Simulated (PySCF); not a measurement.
```yaml
atoms:
  - { symbol: Mg, position_ang: [-0.0186, -1.2935, -0.3356] }
  - { symbol: O, position_ang: [1.7964, -0.5292, -0.1992] }
  - { symbol: H, position_ang: [2.2460, 0.0432, -0.8431] }
  - { symbol: H, position_ang: [2.4207, -0.6406, 0.5373] }
  - { symbol: O, position_ang: [-1.1329, -1.4936, 1.2809] }
  - { symbol: H, position_ang: [-1.2612, -0.8411, 1.9898] }
  - { symbol: H, position_ang: [-1.6794, -2.2597, 1.5241] }
  - { symbol: O, position_ang: [-0.6936, -1.8842, -2.0920] }
  - { symbol: H, position_ang: [-0.1729, -2.2377, -2.8325] }
  - { symbol: H, position_ang: [-1.6147, -1.8660, -2.4016] }
```

Geometry: PBE0-D3(BJ)/def2-SVPD.

All numbers below come from wB97M-D3(BJ)/def2-TZVPD, SCF density, gas phase (PySCF).

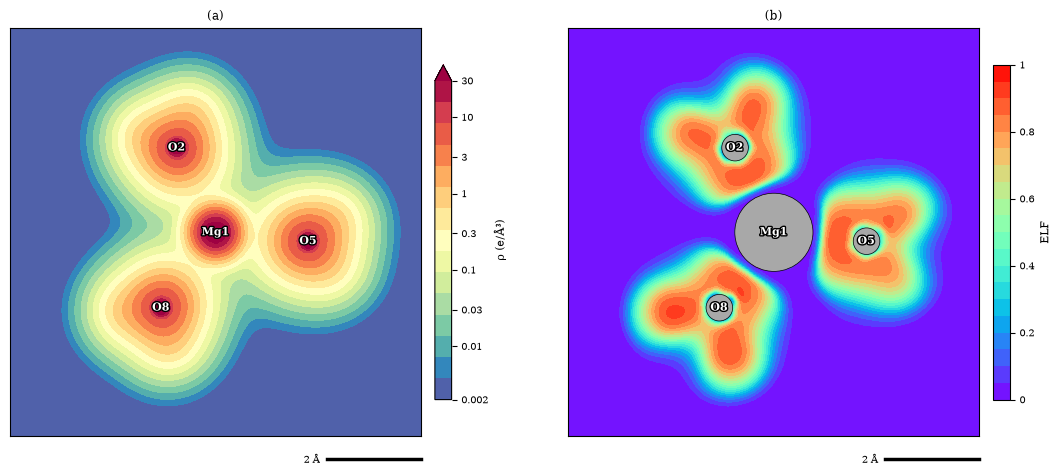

H₆MgO₃ (charge +2). (a) total electron density; (b) ELF on the plane of atoms O2, Mg1 and O8. Grey discs cover the atomic cores in the ELF map.

### What does the map show?

The plane passes through Mg and O nuclei. Mg–O (1.97 Å): ρ at the midpoint is about 0.41 e/Å³; the ELF peaks at about 0.90 in the valence shell of O, 0.6 Å from its nucleus, and is about 0.35 at the midpoint; a largely ionic contact.
